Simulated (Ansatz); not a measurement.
# Phonons of MoS2 (P6_3/mmc) against volume, part 2 of 4

Aim: how do the optical modes of MoS2 (P6_3/mmc) move with volume?

Ansatz 0.2.0; DFT PBE+D3(BJ), scalar-relativistic, plane waves, PAW; PAW set soft_1.

So far: The starting structure; Relaxation.

The database entry behind the starting cell differs from later determinations by our own check (about 0.3 % long), so it need not match the best structure at ambient conditions.

### 3. Tight relaxation

Phonons need small forces and stress, so the relaxation is finished with tight tolerances on 12×12×4 k points.

Input file input.yaml:

```yaml
crystal:
  lattice:
    - [3.1492304797, 0.0, 0.0]
    - [-1.5746152398, 2.7273135978, 0.0]
    - [0.0, 0.0, 12.0909188657]
  atoms:
    - { symbol: S, position: [0.3333333333, 0.6666666667, 0.620500484] }
    - { symbol: S, position: [0.6666666667, 0.3333333333, 0.120500484] }
    - { symbol: S, position: [0.3333333333, 0.6666666667, 0.879499516] }
    - { symbol: S, position: [0.6666666667, 0.3333333333, 0.379499516] }
    - { symbol: Mo, position: [0.3333333333, 0.6666666667, 0.25] }
    - { symbol: Mo, position: [0.6666666667, 0.3333333333, 0.75] }
kpoints:
  mp_grid: { grid: [12, 12, 4] }
hamiltonian:
  xc: pbe
  dispersion: d3bj
  pseudopotentials: { kind: paw, azcp: { folder: soft_1 } }
scf:
  occupations: { method: fixed }
output:
  forces: true
  stress: true
  eigenvalues: true
relax:
  adjacent_minimum: "off"
  f_tol: 0.001
  max_steps: 60
  cell: { stress_tol: 0.01 }
```

The run is started by

```bash
ansatz run input.yaml --threads 4 --pin off --max-ram 16384MiB --backend cpu --events-out ev --progress --plain --runs-dir out
```

Numbers of over 12 decimals in the logs are rounded to 6 here.

Output:

```text
[...]
Crystal: 6 atoms, lattice volume = 103.848 Å³
Basis set: ecut = 420 eV, 2009 PW (Γ), exchange–correlation on 48×48×162 points (8 copies of the dense FFT grid, shifted against one another)
Bands: 32, of which v1, the nominal top of the filled ones, is band 26 counted from 1 (25 counted from 0)
Symmetry: 24 space group operations
[...]
k-points: 57 of 576
[...]
cell:  # Å, volume = 103.8474 Å³
    - [3.149378, -2.8868883153262206e-11, 0]
    - [-1.574689, 2.727442, 0]
    - [0, 0, 12.089694]
  atoms:
    - { symbol: S, position: [0.333333, 0.666667, 0.620483] }
    - { symbol: S, position: [0.666667, 0.333333, 0.120483] }
    - { symbol: S, position: [0.333333, 0.666667, 0.879517] }
    - { symbol: S, position: [0.666667, 0.333333, 0.379517] }
    - { symbol: Mo, position: [0.333333, 0.666667, 0.25] }
    - { symbol: Mo, position: [0.666667, 0.333333, 0.75] }
[key lines of the parts left out:]
SCF converged after 10 iterations
Free energy (F): -13528.167459 eV
Fermi energy:    11.465188 eV
P = ⅓ Tr σ = -0.0002 GPa (-0.002 kbar)
```

Elapsed: 13 s, on 4 threads of Arm Neoverse V1, shared host; peak memory 0.56 GiB; 49 s of CPU time.

Little changed from the start: no atom moved by 0.005 Å and no cell edge by 0.1 %.

This step gave:

| Item | Value |
| --- | --- |
| pressure | -1.52e-4 GPa |
| gap on the k-mesh | 0.7848 eV |

The largest force component left is 0.17 meV/Å and the pressure is 0.000 GPa, within the tolerances set. The cell now holds 17.31 Å³/atom.

### 4. Zone-centre response at rest

The modes at rest are the reference of the series, and the response to a field gives the dielectric tensor and the Born charges.

input.yaml, the sections that differ from step 3:

```yaml
crystal:
  lattice:
    - [3.1493783958, 0.0, 0.0]
    - [-1.5746891979, 2.7274416969, 0.0]
    - [0.0, 0.0, 12.0896935975]
  atoms:
    - { symbol: S, position: [0.3333333333, 0.6666666667, 0.6204829797] }
    - { symbol: S, position: [0.6666666667, 0.3333333333, 0.1204829797] }
    - { symbol: S, position: [0.3333333333, 0.6666666667, 0.8795170203] }
    - { symbol: S, position: [0.6666666667, 0.3333333333, 0.3795170203] }
    - { symbol: Mo, position: [0.3333333333, 0.6666666667, 0.25] }
    - { symbol: Mo, position: [0.6666666667, 0.3333333333, 0.75] }
output:
  eigenvalues: true
phonons:
  method: dfpt
  dielectric: true
  rigid_motions: translations
  raman: true
# kpoints, hamiltonian, scf: as in step 3
# relax: removed
```

Output:

```text
[...]
Crystal: 6 atoms, lattice volume = 103.847 Å³
Basis set: ecut = 420 eV, 2009 PW (Γ), exchange–correlation on 48×48×180 points (8 copies of the dense FFT grid, shifted against one another)
Bands: 32, of which v1, the nominal top of the filled ones, is band 26 counted from 1 (25 counted from 0)
Symmetry: 24 space group operations
k-points: 164 of 576 (irreducible under 2 space group operations, time reversal used)
[...]
SCF iter   1: F=—  HF=-13529.679973 eV  |F-HF|=—  |Δ(HF+E_count)|=         —  Δρ=6.12e-2  dr2=4.90e0  ethr=3.10e-3  ⟨swp⟩=5.2  Hψ=22624  notcnv=0  defer=461
[...]
SCF iter  11: F=-13528.167459 eV  HF=-13528.167459 eV  |F-HF|=0.00e0  |Δ(HF+E_count)|=  6.37e-11  Δρ=1.50e-7  dr2=2.86e-11  ethr=1.00e-12  ⟨swp⟩=15.8  Hψ=38748  notcnv=0
SCF 1 converged in 11 iterations: F = -13528.167459 eV  dr2 = 2.86e-11
[...]
DFPT response loops at Γ: preconditioner auto → Resta (q_TF=auto, 2.431 Å⁻¹)  ε∞=8.7 (no band partly filled); β = 1.00, the filter's whole step (`scf.mixing.beta` (0.50) is not read by the response loops at its default; to damp them type it under 1.00, their step now; it binds the ground state too); Broyden in place of MSR1
── the response to a field inside a basis, on 12×12×4 k-points: an SCF that follows is theirs, and a resumed run solves both again ──
Bands: 27, of which v1, the nominal top of the filled ones, is band 26 counted from 1 (25 counted from 0)
k-points: 84
[...]
Eigensolver: Dense (84 Hₖ)
SCF iter   1: F=—  HF=-13528.113409 eV  |F-HF|=—  |Δ(HF+E_count)|=         —  Δρ=2.34e-4  dr2=1.19e-5  ethr=1.00e-1
[...]
SCF iter   6: F=-13528.113423 eV  HF=-13528.113423 eV  |F-HF|=3.09e-11  |Δ(HF+E_count)|=  5.20e-10  Δρ=2.60e-7  dr2=7.21e-11  ethr=4.08e-12
SCF 1 converged in 6 iterations: F = -13528.113423 eV  dr2 = 7.21e-11
[...]
SCF converged after 11 iterations
Free energy (F): -13528.167459 eV
[...]
Internal energy: -13528.167459 eV  (E = F + TS)
E sigma→0 (E₀):  -13528.167459 eV
Fermi energy:    11.465187 eV
[...]
--- Band table (eV; the first three rows and the last of 164) ---
  k-point 0: bands = [... 22 lower, 9.3024, 10.1804, 10.3587, 11.4652, 13.5456, 13.5456, 13.5812, 13.5812, ... 2 higher]
  k-point 1: bands = [... 22 lower, 9.2934, 9.5598, 10.8292, 11.4018, 13.5454, 13.5454, 13.5646, 13.5646, ... 2 higher]
  k-point 2: bands = [... 22 lower, 9.2719, 9.2719, 11.1987, 11.1987, 13.5492, 13.5492, 13.5492, 13.5492, ... 2 higher]
  k-point 163: bands = [... 22 lower, 9.0212, 9.0212, 10.2163, 10.2163, 12.9135, 12.9135, 13.5403, 13.5403, ... 2 higher]
--- Phonons (Γ-DFPT): 4 representative perturbations + reference, on 164 of 576 k-points (Σ response iterations 12) ---
  k mesh reduced under 2 symmetry operations, with k and −k counted as one. Each operation leaves every solved perturbation unchanged. A smaller set is not considered because the run solves the response to a homogeneous field
  ASR residual: 1.117e-4 → 0.000e0 eV/Å²; symmetrization residual: 5.038e-6 eV/Å²
  pairwise dispersion correction: d3bj (s6 = 1.0, s8 = 0.7875, a1 = 0.4289, a2_bohr = 4.4407), with the weights of each atom's references fixed at the reference crystal's, and the forces and stress that the weights' published response gives there kept as a pressure on the atom's counted neighbours (hamiltonian.dispersion)
  ASR residual per site (eV/Å²): 5.71e-5 5.71e-5 5.71e-5 5.71e-5 1.12e-4 1.12e-4
  Γ frequencies (cm⁻¹): 0.00 0.00 0.00 35.80 35.80 62.27 281.32 281.32 284.46 284.46 380.02 380.02 380.30 380.30 401.61 410.49 463.35 469.04
  ε∞ (high-frequency dielectric tensor):
       15.549221     0.000000     0.000000
        0.000000    15.549221     0.000000
        0.000000     0.000000     7.152419
  ε⁰ (static dielectric tensor: ions relaxed, cell fixed):
       15.729162    -0.000000     0.000000
       -0.000000    15.729162     0.000000
        0.000000     0.000000     7.213416
  ε⁰ − ε∞ (ionic part):
        0.179941    -0.000000     0.000000
       -0.000000     0.179941     0.000000
        0.000000     0.000000     0.060997
  softest optical mode at Γ: 35.80 cm⁻¹; the repairs (sum rule, projections) moved no ω² at Γ by more than (1.12 cm⁻¹)²
  Born effective charges Z* (e; rows j = field, columns β = displacement):
    site 0:
         0.51368    0.00000   -0.00000
         0.00000    0.51368    0.00000
        -0.00000    0.00000    0.36440
    site 1:
         0.51368   -0.00000    0.00000
         0.00000    0.51368    0.00000
         0.00000    0.00000    0.36440
    site 2:
         0.51368   -0.00000   -0.00000
         0.00000    0.51368    0.00000
         0.00000    0.00000    0.36440
    site 3:
         0.51368    0.00000   -0.00000
         0.00000    0.51368    0.00000
        -0.00000    0.00000    0.36440
    site 4:
        -1.02737    0.00000    0.00000
        -0.00000   -1.02737   -0.00000
         0.00000   -0.00000   -0.72879
    site 5:
        -1.02737   -0.00000    0.00000
        -0.00000   -1.02737   -0.00000
         0.00000   -0.00000   -0.72879
  Z* charge neutrality: 7.692e-3 e pre-enforcement
  solved inside a basis spanned on kpoints, on 12×12×4 k-points transformed towards the longest dipole: ε∞ is read to err by 7.4e-2, Z* by 1.8e-2 e (field_mesh: kpoints solves on kpoints); Z* is corrected for what the basis lacks
  Raman tensors (in the event stream and the table raman_tensors.tsv): an entry may err by 2.1e-1 Å², one of the second-order susceptibility by 4.4e-19 pm/V (basis, points and sum rule); their sum over the sites missed zero by 1.421e-14 Å² ahead of its enforcement
  optical modes at Γ without the LO–TO term, one row a degenerate level:
      ω (cm⁻¹)  modes    IR ((D/Å)²/amu)  static Raman (Å⁴/amu)  depolarisation
         35.80      2             0.0000                 6.6021           0.750
         62.27      1             0.0000                 0.0000               —
        281.32      2             0.0000                 0.0000               —
        284.46      2             0.0000                 0.0882           0.750
        380.02      2             0.0000              1106.0997           0.750
        380.30      2             2.5342                 0.0000               —
        401.61      1             0.0000                 0.0000               —
        410.49      1             0.0000              2394.4797           0.086
        463.35      1             0.6376                 0.0000               —
        469.04      1             0.0000                 0.0000               —
  optical modes at Γ + LO–TO along q̂ = [1.0000, 0.0000, 0.0000]:
      ω (cm⁻¹)  modes    IR ((D/Å)²/amu)  static Raman (Å⁴/amu)  depolarisation
         35.80      2             0.0000                 6.6021           0.750
         62.27      1             0.0000                 0.0000               —
        281.32      2             0.0000                 0.0000               —
        284.46      2             0.0000                 0.0882           0.750
        380.02      2             0.0000              1106.0997           0.750
        380.30      1             1.2671                 0.0000               —
        382.49      1             1.2671                 0.0000               —
        401.61      1             0.0000                 0.0000               —
        410.49      1             0.0000              2394.4797           0.086
        463.35      1             0.6376                 0.0000               —
        469.04      1             0.0000                 0.0000               —
  optical modes at Γ + LO–TO along q̂ = [0.0000, 1.0000, 0.0000]:
      ω (cm⁻¹)  modes    IR ((D/Å)²/amu)  static Raman (Å⁴/amu)  depolarisation
         35.80      2             0.0000                 6.6021           0.750
         62.27      1             0.0000                 0.0000               —
        281.32      2             0.0000                 0.0000               —
        284.46      2             0.0000                 0.0882           0.750
        380.02      2             0.0000              1106.0997           0.750
        380.30      1             1.2671                 0.0000               —
        382.49      1             1.2671                 0.0000               —
        401.61      1             0.0000                 0.0000               —
        410.49      1             0.0000              2394.4797           0.086
        463.35      1             0.6376                 0.0000               —
        469.04      1             0.0000                 0.0000               —
  optical modes at Γ + LO–TO along q̂ = [0.0000, 0.0000, 1.0000]:
      ω (cm⁻¹)  modes    IR ((D/Å)²/amu)  static Raman (Å⁴/amu)  depolarisation
         35.80      2             0.0000                 6.6021           0.750
         62.27      1             0.0000                 0.0000               —
        281.32      2             0.0000                 0.0000               —
        284.46      2             0.0000                 0.0882           0.750
        380.02      2             0.0000              1106.0997           0.750
        380.30      2             2.5342                 0.0000               —
        401.61      1             0.0000                 0.0000               —
        410.49      1             0.0000              2394.4797           0.086
        465.33      1             0.6376                 0.0000               —
        469.04      1             0.0000                 0.0000               —
```

The job ended after 11 min (4 threads; peak memory 2.6 GiB).

This step gave:

- sum-rule residual before enforcement: 1.12e-4 eV/Å²
- miss of the charge sum rule: 0.007692 e
- estimated error of the dielectric tensor: 0.07362
- estimated error of the Born charges: 0.01771 e
- point group: 6/mmm
- highest optical mode at the zone centre (no LO-TO term): 469.0 cm⁻¹
- lowest optical zone-centre mode: 35.8 cm⁻¹
- mean high-frequency dielectric constant: 12.75
- largest Born charge (third of the trace): -0.9279 e
- mean static dielectric constant: 12.89
- top of the zone-centre spectrum with the field: 469.0 cm⁻¹

Without the LO-TO term. Patterns of degenerate modes are one choice out of their space. Modes at Γ, with each element's share of the kinetic energy:

```
mode  frequency (cm⁻¹)  symmetry  S %  Mo %
   1               0.0  acoustic   40    60
   2               0.0  acoustic   40    60
   3               0.0  acoustic   40    60
   4              35.8       E2g   40    60
   5              35.8       E2g   40    60
   6              62.3       B1g   39    61
   7             281.3       E2u  100     0
   8             281.3       E2u  100     0
   9             284.5       E1g  100     0
  10             284.5       E1g  100     0
  11             380.0       E2g   60    40
  12             380.0       E2g   60    40
  13             380.3       E1u   60    40
  14             380.3       E1u   60    40
  15             401.6       B2u  100     0
  16             410.5       A1g  100     0
  17             463.4       A2u   60    40
  18             469.0       B1g   61    39
```

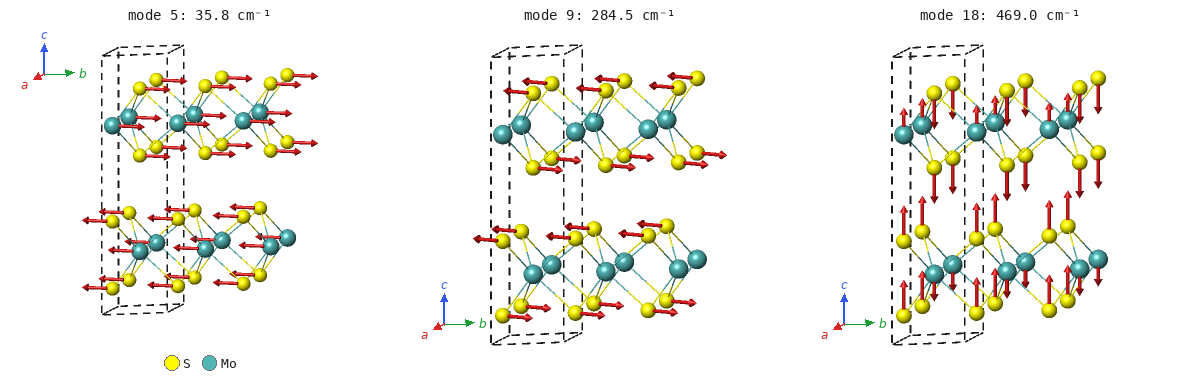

Displacement patterns of modes 5, 9 and 18 at Γ; arrows are exaggerated. 2×3×1 cells are drawn.

Optical modes at the zone centre, without and with the macroscopic field of the longitudinal modes; each column is sorted by frequency, so a row need not hold one and the same mode. Modes with and without the field, by row:

```
rank among optical modes  no field (cm⁻¹)  q along (1, 0, 0) (cm⁻¹)  q along (0, 0, 1) (cm⁻¹)
                       1             35.8                      35.8                      35.8
                       2             35.8                      35.8                      35.8
                       3             62.3                      62.3                      62.3
                       4            281.3                     281.3                     281.3
                       5            281.3                     281.3                     281.3
                       6            284.5                     284.5                     284.5
                       7            284.5                     284.5                     284.5
                       8              380                       380                       380
                       9              380                       380                       380
                      10            380.3                     380.3                     380.3
                      11            380.3                     382.5                     380.3
                      12            401.6                     401.6                     401.6
                      13            410.5                     410.5                     410.5
                      14            463.4                     463.4                     465.3
                      15              469                       469                       469
```

Born charge (rows field, columns displacement) (e), principal values of the symmetric part by kind of site:

```
atom  atoms with these values    low  middle   high   mean
  S1                        4   0.36    0.51   0.51   0.46
 Mo5                        2  -1.03   -1.03  -0.73  -0.93
```

In full for Mo5:

```
-1.03  0.00  0.00
 0.00 -1.03  0.00
 0.00  0.00 -0.73
```

High-frequency dielectric tensor:

```
15.55  0.00  0.00
 0.00 15.55  0.00
 0.00  0.00  7.15
```

Static dielectric tensor (ions relaxed, fixed cell):

```
15.73  0.00  0.00
 0.00 15.73  0.00
 0.00  0.00  7.21
```

Transverse modes. Lines of the infrared spectrum (strongest = 100):

```
position (cm⁻¹)  lines merged  relative intensity
             36             1                 0.0
             62             1                 0.0
            281             1                 0.0
            284             1                 0.0
            380             2                 100
            402             1                 0.0
            410             1                 0.0
            463             1                  25
            469             1                 0.0
```

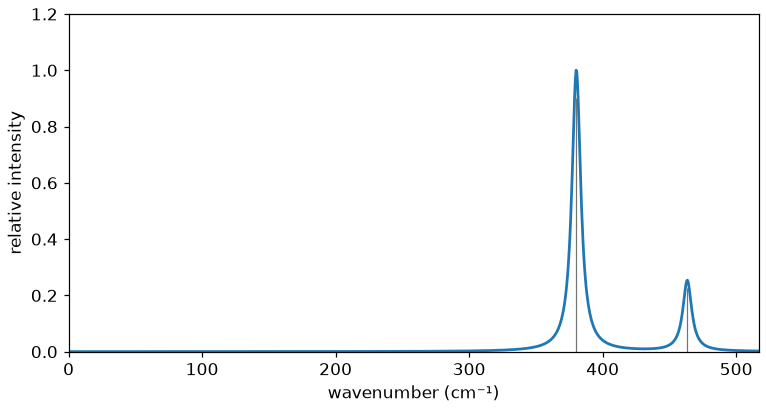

The infrared spectrum, broadened with Lorentzians of width 8 cm⁻¹; bars mark the lines.

Activity x (w_L - w)^4 (n + 1)/w, 532 nm, 300 K; the tensors are static ones, while 532 nm light lies above the computed direct gap, where resonance would change the heights; modes without the macroscopic field alone. Lines of the Raman spectrum (strongest = 100):

```
position (cm⁻¹)  lines merged  relative intensity
             36             1                  19
             62             1                 0.0
            281             1                 0.0
            284             1                 0.0
            380             2                  52
            402             1                 0.0
            410             1                 100
            463             1                 0.0
            469             1                 0.0
```

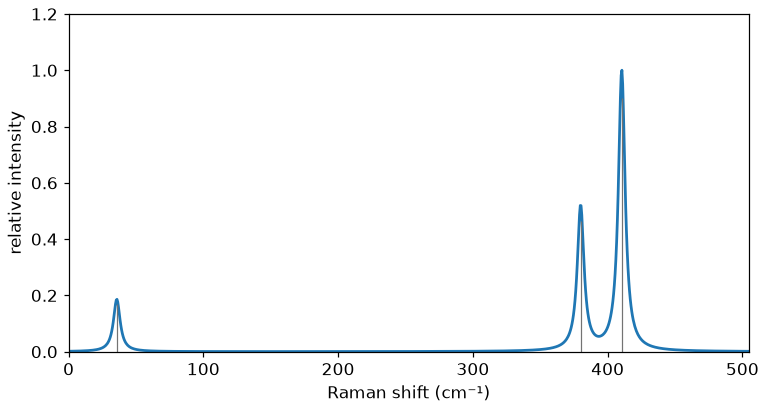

The Raman spectrum, broadened with Lorentzians of width 6 cm⁻¹; bars mark the lines.

Before it was imposed, the acoustic sum rule was missed by 1.1e-4 eV/Å² and the charge sum rule by 0.0077 e. Small misses are needed for a sound result but don't prove that mesh and cutoff are converged. The lowest optical mode is real, 35.8 cm⁻¹.

(Continued in part 3 of 4.)

[Logs are printed without paths, hosts, clocks, repeated set-up lines and the standing remarks that a program may print on its own settings, such as how far it seeks lower states.]

[Hosts, paths, dates, database ids (printed as entryN), source tags and the programs' standing remarks are cut or masked in the printed files.]
